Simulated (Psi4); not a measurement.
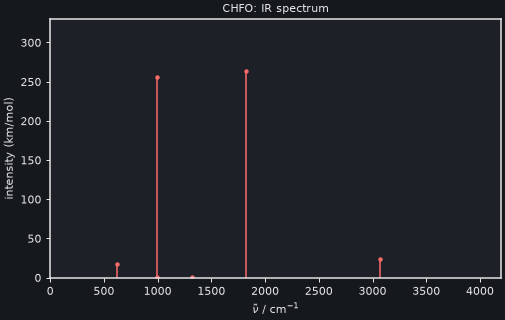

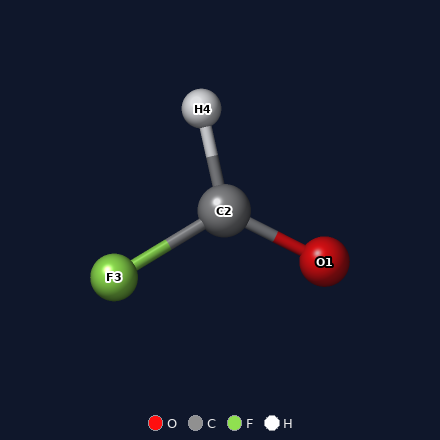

Infrared spectrum of CHFO (formyl fluoride), SMILES O=CF. Unscaled harmonic wavenumbers and double-harmonic intensities, TPSS/aug-cc-pVDZ (dispersion D3(BJ)) in Psi4 1.11, at a geometry relaxed at this level, isolated molecule.

**Which lines are the most intense?**

1821.0 cm⁻¹ (263.5 km/mol), 996.4 cm⁻¹ (255.5 km/mol) and 3071.6 cm⁻¹ (23.9 km/mol).

**List the modes.**

| cm⁻¹ | km/mol |
| --- | --- |
| 621.1 | 17.7 |
| 991.0 | 0.4 |
| 996.4 | 255.5 |
| 1320.6 | 0.3 |
| 1821.0 | 263.5 |
| 3071.6 | 23.9 |

Note: double-zeta basis.
